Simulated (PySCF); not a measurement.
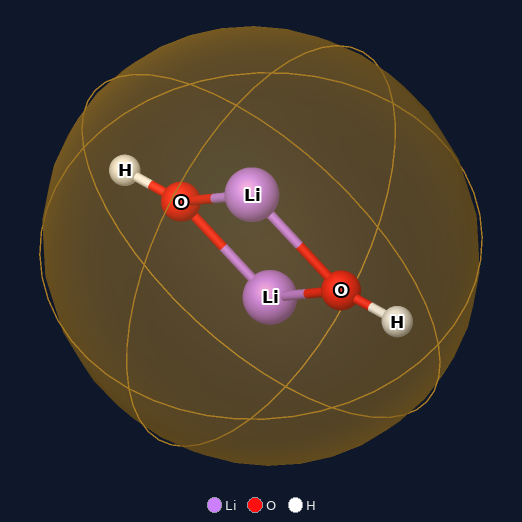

The ellipsoid shows the static dipole polarisability: its half-axes are proportional to the principal values. The geometry was computed by an optimisation with PBE0-D3(BJ)/def2-SVP. No frequency run is at hand to confirm it as a minimum. Computed with CAM-B3LYP/def2-SVPD (PySCF 2.14.0).

How large and how anisotropic is the polarisability?

Principal values 27.7, 29.1, 29.6 bohr³; mean 28.8 bohr³ (4.26 Å³); anisotropy 1.7 bohr³, so the longest axis is 1.07 times the shortest.
